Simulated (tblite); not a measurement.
**Run report: C$_{4}$H$_{11}$ClSi$_{2}$, geometry relaxation**

- system: C$_{4}$H$_{11}$ClSi$_{2}$
- method: GFN2-xTB geometry optimisation, gas phase (tblite 0.8.0)

It belongs to a series of runs on one base structure; here: H on Si replaced by CH2SiH3.

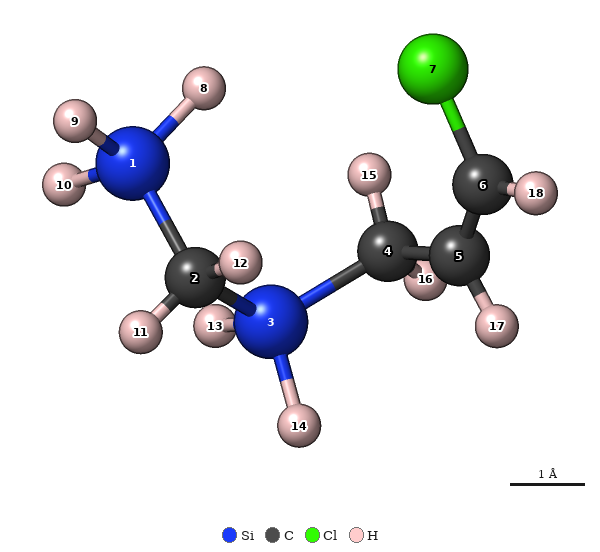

**Figure 1.** The starting structure (ball-and-stick view, seen at a tilt; atoms are numbered from 1 in the order of the input). Bond lengths as drawn: C–C 1.33 to 1.51 Å, C–Cl 1.71 Å, C–H 1.08 to 1.10 Å, C–Si 1.84 to 1.87 Å and H–Si 1.47 to 1.49 Å.

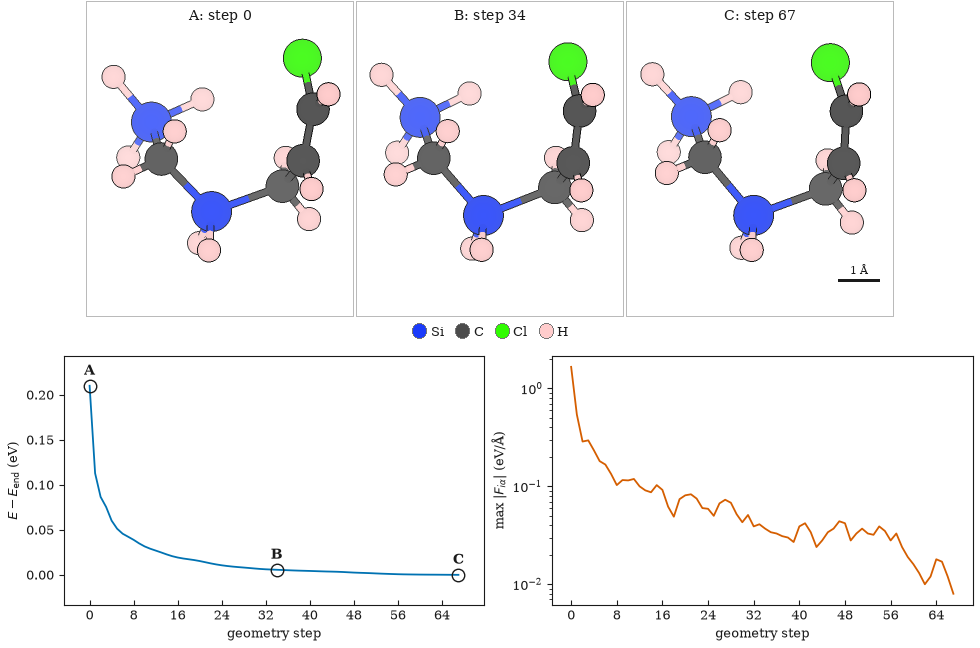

**Figure 2.** Frames of the relaxation (ball-and-stick view, seen at a tilt) above the curves, on which the letters mark them (steps are counted from 0).

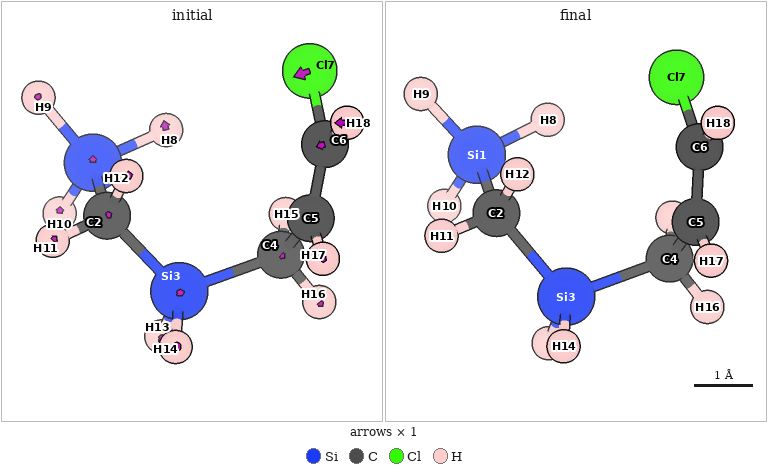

**Figure 3.** Before (left) and after (right) the relaxation, at one scale (ball-and-stick view, seen at a tilt). The pink arrows give the displacements, at true length. Over 67 geometry steps the energy falls by 0.210 eV. Largest force component: 1.7 eV/Å at the start, 0.008 eV/Å at the end. Cl7 moves most after the best rigid fit: 0.33 Å. Largest moves by element: Cl 0.33 Å, H 0.23 Å, C 0.17 Å, Si 0.14 Å. Distances before and after: C2–Si3 1.837 → 1.896 Å, Si1–C2 1.861 → 1.904 Å, Si3–C4 1.875 → 1.917 Å, C4–C5 1.514 → 1.480 Å. Among the angles that change: Si1–C2–Si3 107.3° → 116.1°, Si3–C4–C5 115.1° → 110.7°, C2–Si3–C4 114.1° → 110.1°. (Atoms are counted from 1 in the order of the input.)

The input and output of the run follow.

## The input
```
{"job": {"kind": "relax", "xc": "GFN2-xTB", "basis": "xTB"}, "charge": 0, "multiplicity": 1}
Si     2.410100     0.195900     0.590400
C      1.051600     1.318600    -0.006500
Si     0.213900     0.467700    -1.403000
C     -0.948900    -0.905200    -0.875600
C     -2.121700    -0.463700    -0.026500
C     -2.326000    -0.688900     1.266300
Cl    -1.244500    -1.517500     2.302100
H      1.887900    -1.129500     0.989600
H      3.069400     0.798400     1.775700
H      3.434900     0.013100    -0.450400
H      1.474000     2.268100    -0.327300
H      0.344600     1.532600     0.809500
H      1.173900    -0.036400    -2.396100
H     -0.609800     1.485000    -2.123700
H     -0.368600    -1.676400    -0.353200
H     -1.350200    -1.392900    -1.755800
H     -2.896300     0.088000    -0.565800
H     -3.203200    -0.350700     1.798800
```

The first line tells a small driver script what to run in tblite; the rest is the geometry in Å.

Launched with:
```bash
OMP_NUM_THREADS=1 python <driver script> task.json out
```

## What the program printed
```
step      E/eV     max force
  0    -602.38915    1.944
  1    -602.48636    0.794
  2    -602.51262    0.446
  3    -602.52379    0.457
  4    -602.53898    0.302
  5    -602.54796    0.231
  6    -602.55349    0.173
  7    -602.55688    0.137
  8    -602.56032    0.134
  9    -602.56427    0.172
 10    -602.56763    0.141
 11    -602.57014    0.123
 12    -602.57222    0.103
 13    -602.57431    0.120
 14    -602.57650    0.104
 15    -602.57845    0.120
 16    -602.57994    0.105
 17    -602.58104    0.071
 18    -602.58190    0.060
 19    -602.58277    0.082
 20    -602.58386    0.093
 21    -602.58515    0.091
 22    -602.58646    0.084
 23    -602.58762    0.072
 24    -602.58859    0.066
 25    -602.58938    0.061
 26    -602.59004    0.069
 27    -602.59059    0.075
 28    -602.59108    0.071
 29    -602.59160    0.059
 30    -602.59215    0.059
 31    -602.59265    0.061
 32    -602.59303    0.049
 33    -602.59330    0.044
 34    -602.59355    0.042
 35    -602.59380    0.043
 36    -602.59407    0.044
 37    -602.59431    0.037
 38    -602.59452    0.036
 39    -602.59469    0.030
 40    -602.59486    0.044
 41    -602.59507    0.045
 42    -602.59528    0.035
 43    -602.59547    0.028
 44    -602.59561    0.036
 45    -602.59578    0.045
 46    -602.59603    0.051
 47    -602.59636    0.056
 48    -602.59668    0.049
 49    -602.59691    0.032
 50    -602.59710    0.034
 51    -602.59733    0.041
 52    -602.59761    0.051
 53    -602.59787    0.041
 54    -602.59809    0.042
 55    -602.59830    0.038
 56    -602.59850    0.039
 57    -602.59864    0.038
 58    -602.59874    0.025
 59    -602.59882    0.024
 60    -602.59890    0.020
 61    -602.59895    0.020
 62    -602.59899    0.013
 63    -602.59902    0.016
 64    -602.59907    0.022
 65    -602.59912    0.020
 66    -602.59916    0.017
 67    -602.59918    0.009
```

## Trajectory as extended XYZ (Å, eV, eV/Å), 6 of the 68 frames kept, from step=0 to step=67
```
18
Properties=species:S:1:pos:R:3:forces:R:3 step=0 energy=-602.38915
Si    2.4101    0.1959    0.5904    0.9810  -0.5460   0.9180
C     1.0516    1.3186   -0.0065   -0.0910   0.6710   0.9100
Si    0.2139    0.4677   -1.4030   -0.7850   0.6300  -1.6630
C    -0.9489   -0.9052   -0.8756   -0.7050  -0.6470   0.9760
C    -2.1217   -0.4637   -0.0265    0.3220  -0.0870  -0.3970
C    -2.3260   -0.6889    1.2663   -0.1130   0.2610  -0.3890
Cl   -1.2445   -1.5175    2.3021    0.3140  -0.1930   0.0710
H     1.8879   -1.1295    0.9896    0.0890   0.2440  -0.0940
H     3.0694    0.7984    1.7757   -0.1150  -0.1120  -0.2230
H     3.4349    0.0131   -0.4504   -0.1260   0.0170   0.0550
H     1.4740    2.2681   -0.3273   -0.0670   0.0230   0.0160
H     0.3446    1.5326    0.8095    0.2400  -0.0170  -0.2570
H     1.1739   -0.0364   -2.3961   -0.0230  -0.0980   0.0650
H    -0.6098    1.4850   -2.1237    0.0910  -0.2040   0.0900
H    -0.3686   -1.6764   -0.3532   -0.1810   0.1700   0.0950
H    -1.3502   -1.3929   -1.7558   -0.1070   0.0190  -0.2470
H    -2.8963    0.0880   -0.5658    0.2870  -0.1730   0.2010
H    -3.2032   -0.3507    1.7988   -0.0110   0.0450  -0.1280
18
Properties=species:S:1:pos:R:3:forces:R:3 step=13 energy=-602.57431
Si    2.4624    0.1871    0.6649   -0.0640   0.0320  -0.0410
C     1.0590    1.2922    0.0041   -0.0350  -0.0020   0.0080
Si    0.1311    0.5221   -1.4628    0.0850  -0.0020  -0.0020
C    -0.9781   -0.9244   -0.8752    0.0140  -0.0170  -0.0060
C    -2.1201   -0.4658   -0.0555   -0.0210  -0.0600   0.0000
C    -2.3019   -0.6707    1.2396   -0.0080   0.0480  -0.0160
Cl   -1.1932   -1.5316    2.2467    0.0340   0.0000  -0.0390
H     1.9302   -1.1197    1.0295   -0.0190  -0.0910   0.0760
H     3.1132    0.7990    1.8224    0.0000   0.0500   0.0460
H     3.4421    0.0157   -0.4055    0.0890  -0.0040  -0.0430
H     1.4862    2.2487   -0.3049   -0.0770  -0.0610   0.0440
H     0.3560    1.5060    0.8120    0.0530   0.0190  -0.0560
H     1.0971   -0.0542   -2.4057    0.0010   0.0120  -0.0690
H    -0.6972    1.5042   -2.1791   -0.0200   0.0080   0.0530
H    -0.3798   -1.6450   -0.3200    0.0010   0.0210   0.0260
H    -1.3632   -1.4320   -1.7591   -0.0120   0.0060  -0.0420
H    -2.8865    0.0910   -0.5781    0.0000   0.0080   0.0050
H    -3.1661   -0.3164    1.7752   -0.0210   0.0330   0.0560
18
Properties=species:S:1:pos:R:3:forces:R:3 step=27 energy=-602.59059
Si    2.4679    0.1747    0.6890    0.0230  -0.0120   0.0020
C     1.0552    1.2455   -0.0037    0.0080  -0.0270   0.0030
Si    0.1246    0.5121   -1.4824   -0.0330  -0.0460   0.0150
C    -0.9862   -0.9363   -0.8936   -0.0260   0.0030  -0.0120
C    -2.1270   -0.4606   -0.0787    0.0050  -0.0060   0.0220
C    -2.2762   -0.6361    1.2252    0.0120  -0.0090   0.0170
Cl   -1.1382   -1.5072    2.1954   -0.0130   0.0420   0.0090
H     1.9755   -1.1365    1.1120   -0.0010   0.0160  -0.0050
H     3.0758    0.8548    1.8375   -0.0060   0.0020  -0.0060
H     3.4810    0.0021   -0.3576   -0.0090  -0.0070   0.0200
H     1.4689    2.2100   -0.2987   -0.0180   0.0020   0.0340
H     0.3425    1.4444    0.7973    0.0070   0.0300   0.0000
H     1.0493   -0.0136   -2.4943   -0.0020   0.0070  -0.0040
H    -0.7406    1.5260   -2.1046   -0.0060   0.0080  -0.0090
H    -0.3986   -1.6478   -0.3144    0.0130   0.0100  -0.0730
H    -1.3688   -1.4497   -1.7756    0.0040  -0.0110  -0.0030
H    -2.8988    0.0924   -0.5980    0.0300  -0.0050   0.0060
H    -3.1151   -0.2679    1.7935    0.0110   0.0030  -0.0160
18
Properties=species:S:1:pos:R:3:forces:R:3 step=40 energy=-602.59486
Si    2.4669    0.1688    0.7023    0.0020  -0.0030   0.0070
C     1.0465    1.2245    0.0005    0.0040  -0.0080  -0.0070
Si    0.1121    0.5087   -1.4867    0.0050   0.0130  -0.0030
C    -0.9920   -0.9506   -0.9172    0.0030  -0.0030  -0.0090
C    -2.1150   -0.4719   -0.0819   -0.0100   0.0060  -0.0060
C    -2.2517   -0.6204    1.2260    0.0070   0.0190   0.0070
Cl   -1.1086   -1.4584    2.2123    0.0390  -0.0130   0.0150
H     1.9838   -1.1393    1.1429   -0.0060   0.0090  -0.0040
H     3.0606    0.8780    1.8405    0.0010  -0.0080   0.0050
H     3.4930   -0.0140   -0.3285   -0.0160  -0.0010  -0.0070
H     1.4554    2.1937   -0.2863   -0.0060   0.0030   0.0130
H     0.3351    1.4210    0.8040   -0.0040   0.0020  -0.0150
H     1.0288    0.0087   -2.5200   -0.0040   0.0070   0.0190
H    -0.7599    1.5366   -2.0819    0.0130  -0.0230   0.0040
H    -0.3932   -1.6740   -0.3672    0.0000  -0.0080   0.0080
H    -1.3929   -1.4483   -1.7995    0.0070   0.0020  -0.0220
H    -2.8898    0.0787   -0.5970   -0.0250   0.0000  -0.0190
H    -3.0879   -0.2357    1.7861   -0.0100   0.0070   0.0150
18
Properties=species:S:1:pos:R:3:forces:R:3 step=54 energy=-602.59809
Si    2.4511    0.1643    0.7188   -0.0040  -0.0110  -0.0040
C     1.0319    1.2187    0.0160   -0.0110   0.0120   0.0060
Si    0.1144    0.5049   -1.4821   -0.0160  -0.0130   0.0120
C    -1.0003   -0.9603   -0.9424   -0.0180  -0.0040   0.0110
C    -2.1165   -0.4863   -0.0937    0.0050   0.0290   0.0100
C    -2.2108   -0.5915    1.2228    0.0180   0.0060   0.0070
Cl   -1.0206   -1.3782    2.1989    0.0100   0.0030   0.0010
H     1.9616   -1.1377    1.1615   -0.0110  -0.0390   0.0110
H     3.0589    0.8636    1.8543    0.0020   0.0150   0.0070
H     3.4612   -0.0286   -0.3236    0.0230   0.0010  -0.0180
H     1.4378    2.1928   -0.2572   -0.0070   0.0060  -0.0130
H     0.3118    1.4062    0.8131   -0.0110  -0.0020   0.0040
H     1.0432    0.0189   -2.5099    0.0030  -0.0050   0.0110
H    -0.7660    1.5214   -2.0790    0.0060   0.0240  -0.0110
H    -0.4088   -1.7017   -0.4082    0.0050   0.0090  -0.0060
H    -1.4051   -1.4308   -1.8379    0.0080  -0.0100   0.0020
H    -2.9182    0.0323   -0.6021    0.0000  -0.0040  -0.0160
H    -3.0343   -0.2017    1.7991   -0.0010  -0.0170  -0.0140
18
Properties=species:S:1:pos:R:3:forces:R:3 step=67 energy=-602.59918
Si    2.4412    0.1570    0.7185    0.0030  -0.0030   0.0020
C     1.0206    1.2162    0.0226    0.0050   0.0010   0.0030
Si    0.1106    0.5065   -1.4812    0.0080   0.0050  -0.0010
C    -1.0035   -0.9598   -0.9471    0.0000   0.0080  -0.0020
C    -2.1172   -0.4865   -0.0957    0.0000  -0.0020   0.0020
C    -2.1974   -0.5826    1.2225    0.0030   0.0030   0.0020
Cl   -0.9868   -1.3456    2.1924    0.0010  -0.0010   0.0030
H     1.9567   -1.1489    1.1612    0.0020  -0.0040  -0.0030
H     3.0514    0.8589    1.8523   -0.0030   0.0000   0.0010
H     3.4522   -0.0315   -0.3260   -0.0010   0.0020  -0.0010
H     1.4270    2.1903   -0.2501   -0.0020   0.0050   0.0040
H     0.2998    1.4023    0.8196   -0.0010  -0.0050  -0.0010
H     1.0524    0.0133   -2.4933   -0.0020  -0.0010  -0.0070
H    -0.7527    1.5324   -2.0889    0.0020  -0.0060  -0.0030
H    -0.4075   -1.6989   -0.4145   -0.0030   0.0070  -0.0020
H    -1.4064   -1.4315   -1.8427   -0.0040  -0.0040   0.0060
H    -2.9273    0.0180   -0.6050   -0.0030  -0.0060   0.0040
H    -3.0218   -0.2032    1.8038   -0.0040   0.0020  -0.0070
```

## Results in brief

```csv
quantity,value
outcome,converged
total energy,−602.5992 eV
hardware,"1 CPU thread, shared host"
wall time,0.74 s
peak memory,0.18 GiB
```
